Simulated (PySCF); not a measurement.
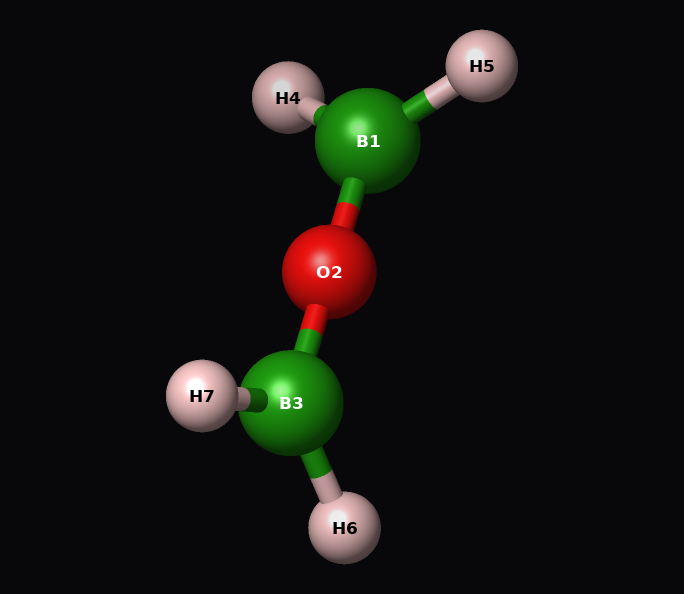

The computed structure is the end point of a GFN2-xTB optimisation. No frequency run is at hand to confirm it as a minimum. Method: B3LYP/pcJ-1 indirect spin-spin coupling, non-relativistic, gas phase (PySCF 2.14.0). Isotopes: 11B, 1H, 17O.

Give the spin–spin coupling constants of these pairs, with the number of bonds between them: B1/H5, B3/H6, B1/B3, O2/H6, B3/H5.

| pair | bonds apart | J (Hz) |
| --- | --- | --- |
| B1, H5 | 1 | 147.6 |
| B3, H6 | 1 | 147.6 |
| B1, B3 | 2 | 6.9 |
| O2, H6 | 2 | −5.5 |
| B3, H5 | 3 | 1.7 |

The geometry is semi-empirical. Around B such bond lengths and angles can be off by a tenth of an ångström or more and by several degrees, and values that hang on the shape move with them.
